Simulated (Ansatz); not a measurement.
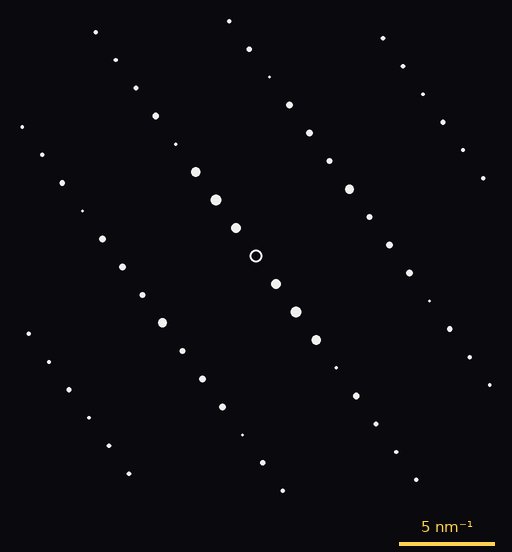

Computed electron diffraction pattern, 80 kV, single scattering only, B = 1 Å².

Candidate phases (model or computed cells):
A. I, space group Cmce (No. 64), a = 8.92 Å, b = 4.62 Å, c = 9.88 Å
B. Cu, space group Fm-3m (No. 225), a = 3.630 Å
C. P, space group Cmce (No. 64), a = 3.30 Å, b = 11.02 Å, c = 4.56 Å
D. I, space group Cmce (No. 64), a = 7.85 Å, b = 4.62 Å, c = 9.92 Å

Question: Which candidate gives this pattern, and along which zone?

Answer: Candidate C (P), along [001]. The spots form a rectangular net whose two shortest vectors correspond to d = 5.51 Å and 1.65 Å, 90.0° apart. They index as 0 2 0 and 2 0 0; no zone of the other candidates with indices up to 3 has this net. Some points of the net are extinct or too weak to see.
